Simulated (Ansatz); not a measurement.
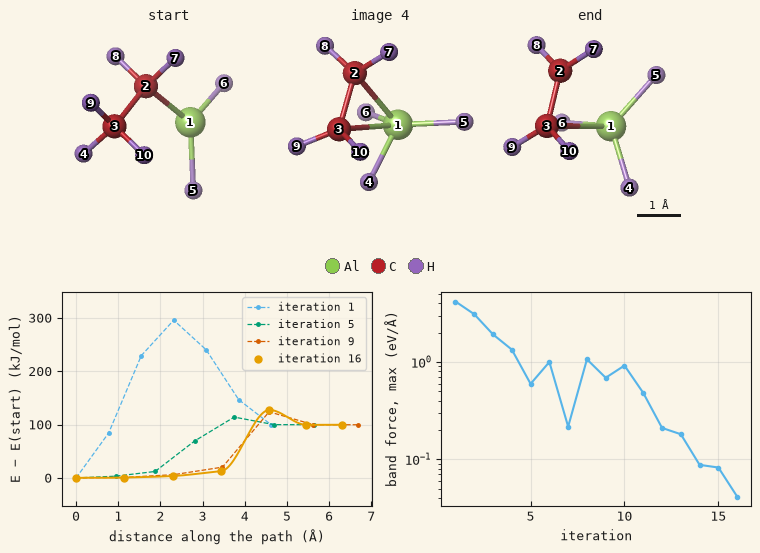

NEB run on C$_{2}$H$_{7}$Al. Images are numbered from 0 (start) to 6 (end). The plot follows the band through its iterations. A ball-and-stick model, seen from a free direction.

Theory: RKS PBE0-D4/def2-SVP in Ansatz.

Input
```yaml
crystal:
  periodic: [false, false, false]
  atoms:
    - {symbol: Al, position_ang: [-1.632625, 0.141388, 0.420528]}
    - {symbol: C, position_ang: [0.314637, 0.349181, 0.434364]}
    - {symbol: C, position_ang: [1.095021, -0.373428, -0.662089]}
    - {symbol: H, position_ang: [0.933365, -1.454183, -0.627241]}
    - {symbol: H, position_ang: [-2.354630, -0.736983, -0.694136]}
    - {symbol: H, position_ang: [-2.512792, 0.859155, 1.535714]}
    - {symbol: H, position_ang: [0.525504, 1.427530, 0.407260]}
    - {symbol: H, position_ang: [0.668613, 0.036356, 1.426622]}
    - {symbol: H, position_ang: [2.173371, -0.205089, -0.582300]}
    - {symbol: H, position_ang: [0.789536, -0.043926, -1.658824]}
basis:
  gaussian: {orbitals: def2-SVP}
hamiltonian: {xc: pbe0, dispersion: d4}
neb:
  images: 5
  climbing: true
  max_iterations: 40
  initial_path: idpp
  final_atoms:
    - {symbol: Al, position_ang: [-1.242001, -0.624887, 0.103276]}
    - {symbol: C, position_ang: [0.619030, 1.036437, 0.093384]}
    - {symbol: C, position_ang: [1.179660, -0.132805, -0.238386]}
    - {symbol: H, position_ang: [-0.967797, -1.744501, -0.999290]}
    - {symbol: H, position_ang: [-2.111939, 0.641908, -0.324585]}
    - {symbol: H, position_ang: [-1.147207, -1.015383, 1.644214]}
    - {symbol: H, position_ang: [0.346370, 1.768654, -0.657047]}
    - {symbol: H, position_ang: [0.453149, 1.310897, 1.130468]}
    - {symbol: H, position_ang: [1.487973, -0.847696, 0.518134]}
    - {symbol: H, position_ang: [1.382760, -0.392623, -1.270267]}
```

Run as
```bash
ansatz run in.yaml --threads 2 --pin off --events-out ev --progress --plain --max-ram 4352MiB
```

> Judge this run.

The run is converged, with reservations. The band converged in 16 iterations. The largest component of the band force went from 4.2 to 0.041 eV/Å. The climbing image converged on the top of the path. Its curvatures weren't checked. The largest force component is 0.29 eV/Å at the start and 0.34 eV/Å at the end; an end with forces this large is no minimum, and the barrier measured from it can be far off. The first iteration put the highest image at 295.8 kJ/mol. The highest point, image 4, lies 127.5 kJ/mol above the start and 27.8 kJ/mol above the end; the end is at +99.7 kJ/mol relative to the start.
